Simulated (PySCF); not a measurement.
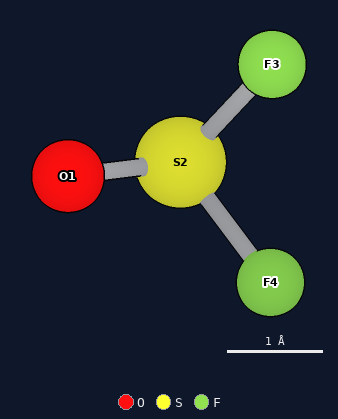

Fig. 1: The input geometry of run 1 (ball-and-stick view, seen at a tilt; atoms are numbered from 1 in the order of the input).

# Two runs on SOF₂

System: SOF₂, SMILES O=S(F)F.
Method of run 1: GIAO PBE0/pcSseg-1 NMR shielding, non-relativistic, IEF-PCM acetone (PySCF 2.14.0).

The geometry comes from this level: PBE0-D3(BJ)/def2-SVP. Text and figures count atoms from 1; the logs count them from 0 in places.

**Input file, run 1**
```
{"job": {"kind": "nmr", "xc": "PBE0", "basis": "pcSseg-1", "solvent": "acetone", "pop": true}, "charge": 0, "multiplicity": 1}
O      0.866433    -0.949649    -0.597255
S     -0.042971    -0.377630     0.357019
F      0.511565     1.103122     0.692051
F     -1.297167     0.198876    -0.484151
```

The first line tells a small driver script what to run in PySCF; the rest is the geometry in Å.

Launched with:
```bash
OMP_NUM_THREADS=1 python <driver script> task.json out
```

Hardware: 1 CPU thread, shared host.

**Output (run 1)**
```
coarse grid: 4888 points
cycle   1  E = -672.3936130422  dE =  8.667e-01  |g| = 9.972e-01  |ddm| = 2.261e+00
cycle   2  E = -671.9457484109  dE =  4.479e-01  |g| = 1.837e+00  |ddm| = 1.753e+00
cycle   3  E = -672.5544284839  dE = -6.087e-01  |g| = 3.099e-01  |ddm| = 1.240e+00
cycle   4  E = -672.5701014486  dE = -1.567e-02  |g| = 5.977e-02  |ddm| = 1.930e-01
cycle   5  E = -672.5706238516  dE = -5.224e-04  |g| = 8.509e-03  |ddm| = 3.855e-02
cycle   6  E = -672.5706353545  dE = -1.150e-05  |g| = 1.708e-03  |ddm| = 5.603e-03
cycle   7  E = -672.5706359289  dE = -5.745e-07  |g| = 3.650e-04  |ddm| = 2.019e-03
final grid: 46168 points
cycle   8  E = -672.6182321262  dE = -1.577e-05  |g| = 5.266e-03  |ddm| = 1.186e-02
cycle   9  E = -672.6182213870  dE =  1.074e-05  |g| = 9.345e-03  |ddm| = 7.912e-03
cycle  10  E = -672.6182364025  dE = -1.502e-05  |g| = 1.117e-03  |ddm| = 5.648e-03
cycle  11  E = -672.6182366119  dE = -2.094e-07  |g| = 8.346e-05  |ddm| = 8.647e-04
cycle  12  E = -672.6182366133  dE = -1.348e-09  |g| = 1.901e-05  |ddm| = 6.292e-05
cycle  13  E = -672.6182366133  dE = -2.944e-11  |g| = 1.419e-05  |ddm| = 1.691e-05
converged SCF energy = -672.6182366133

GIAO shielding tensors (ppm)
atom      isotropic    diamagn.    paramagn.     s11        s22        s33       span
  0 O       -4.563     397.176    -401.739   -193.675     53.011    126.976    320.651
  1 S      -76.449    1046.832   -1123.281   -373.046   -149.003    292.702    665.748
  2 F      101.289     476.786    -375.497    -81.490     64.975    320.383    401.873
  3 F      101.231     476.787    -375.556    -81.932     65.266    320.360    402.291
```

The input of run 2 differs as follows (lines with − go, lines with + come):
```diff
-"solvent": "acetone"
-"pop": true
+"solvent": "benzene"
+"pop": false
```

How does run 2 compare with run 1?

The total energy of run 2 is 1.8 kcal/mol higher: the change of the electrostatic solvation energy at this fixed geometry, without cavity or dispersion terms. The HOMO goes from −9.60 to −9.68 eV. The LUMO goes from −1.18 to −1.32 eV. The dipole moment goes from 2.23 to 2.04 D. Of all shieldings, the largest change is that of O1, by −8.4 ppm. The number of SCF iterations is the same.

**Output (run 2)**
```
coarse grid: 4888 points
cycle   1  E = -672.3838539882  dE =  8.764e-01  |g| = 1.012e+00  |ddm| = 2.261e+00
cycle   2  E = -671.8414322522  dE =  5.424e-01  |g| = 1.967e+00  |ddm| = 1.847e+00
cycle   3  E = -672.5451658156  dE = -7.037e-01  |g| = 3.626e-01  |ddm| = 1.353e+00
cycle   4  E = -672.5670664700  dE = -2.190e-02  |g| = 6.817e-02  |ddm| = 2.323e-01
cycle   5  E = -672.5677488097  dE = -6.823e-04  |g| = 9.849e-03  |ddm| = 4.355e-02
cycle   6  E = -672.5677652986  dE = -1.649e-05  |g| = 2.183e-03  |ddm| = 6.253e-03
cycle   7  E = -672.5677662520  dE = -9.533e-07  |g| = 4.165e-04  |ddm| = 2.440e-03
final grid: 46168 points
cycle   8  E = -672.6153624500  dE = -1.581e-05  |g| = 5.292e-03  |ddm| = 1.193e-02
cycle   9  E = -672.6153505544  dE =  1.190e-05  |g| = 9.641e-03  |ddm| = 8.136e-03
cycle  10  E = -672.6153667010  dE = -1.615e-05  |g| = 1.254e-03  |ddm| = 6.006e-03
cycle  11  E = -672.6153669727  dE = -2.717e-07  |g| = 9.908e-05  |ddm| = 9.545e-04
cycle  12  E = -672.6153669745  dE = -1.814e-09  |g| = 3.186e-05  |ddm| = 7.590e-05
cycle  13  E = -672.6153669746  dE = -1.227e-10  |g| = 1.527e-05  |ddm| = 2.326e-05
converged SCF energy = -672.6153669746

GIAO shielding tensors (ppm)
atom      isotropic    diamagn.    paramagn.     s11        s22        s33       span
  0 O      -12.983     396.683    -409.666   -208.118     44.114    125.055    333.172
  1 S      -73.900    1047.024   -1120.924   -372.913   -145.575    296.787    669.700
  2 F       96.685     476.739    -380.054    -87.410     59.613    317.853    405.264
  3 F       96.653     476.740    -380.088    -87.816     59.938    317.836    405.651
```

**The two runs side by side**

```csv
quantity,run 1,run 2
outcome,converged,converged
total energy (hartree),−672.618237,−672.615367
HOMO (eV),−9.60,−9.68
LUMO (eV),−1.18,−1.32
dipole moment (D),2.23,2.04
shielding of O1 (ppm),−4.6,−13.0
shielding of S2 (ppm),−76.4,−73.9
shielding of F3 (ppm),101.3,96.7
shielding of F4 (ppm),101.2,96.7
SCF iterations,13,13
basis functions,75,75
wall time (shared host),4.4 s,3 s
```
